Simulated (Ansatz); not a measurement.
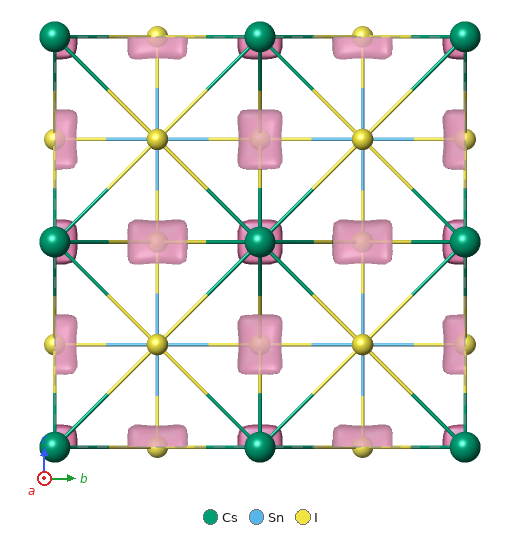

Crystal voids of CsSnI₃ (Pm-3m, No. 221): the pink surface encloses the regions where the procrystal electron density, the sum of the densities of spherically averaged neutral Hartree-Fock atoms, is below 0.002 e/bohr³ (2×2×2 cells, view along the a axis). No self-consistent density enters. Pale faces close the region where the drawn box cuts it. From Rb on the atoms have core potentials, so only their outer electrons count.

The cell is taken from a calculation's input that goes back to an entry of the Crystallography Open Database (an earlier step may have relaxed or displaced it).

```
Cs Sn I
1.0
     6.20570    0.00000    0.00000
     0.00000    6.20570    0.00000
     0.00000    0.00000    6.20570
Cs Sn I
1 1 3
Direct
  0.00000 0.00000 0.00000
  0.50000 0.50000 0.50000
  0.00000 0.50000 0.50000
  0.50000 0.00000 0.50000
  0.50000 0.50000 0.00000
```

What share of the cell is void by this measure?

Answer. The voids take about 4 % of the cell (9.6 Å³ of 239.0 Å³) and are bounded by about 36 Å² of surface per cell.

Are the voids connected in the whole crystal?

Answer. They are isolated pockets that do not connect across cells.

How low does the density fall, and where?

Answer. To about 0.00033 e/bohr³ near 0.00, 0.00, 0.00 (fractional), 0.0 Å from the nearest nucleus.

At what density do the voids first join through the crystal?

Answer. At about 0.0025 e/bohr³, as a three-dimensional network.
